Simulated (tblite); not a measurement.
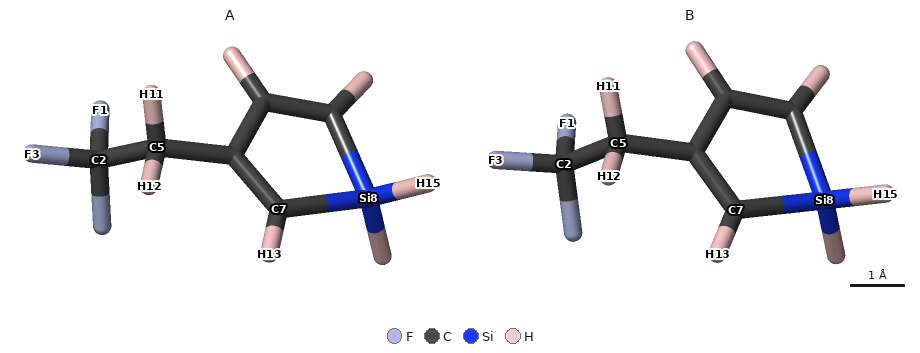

Two geometries of C6H7F3Si, drawn at one scale. One is the start of a relaxation, the other its converged end. The picture is a stick view, seen from a free direction.

These are results of GFN2-xTB geometry optimisation, gas phase (tblite), not measurements. 

Which geometry has the lower energy?

Answer. Structure B is the relaxed one. Over 95 geometry steps the energy falls by 3.64 kcal/mol. The largest moves after the best rigid fit, 0.29 Å, are those of F atoms. Largest moves by element: F 0.29 Å, H 0.23 Å, C 0.13 Å, Si 0.11 Å. Some distances before and after: H–Si 1.491 → 1.461 Å, C–F 1.368 → 1.346 Å, C–Si 1.877 → 1.888 Å, C–C 1.348 → 1.339 Å. Among the angles between lasting bonds that change: Si–C–H 120.8° → 128.4°, Si–C–H 121.7° → 128.4°, C–C–H 127.9° → 122.0°.
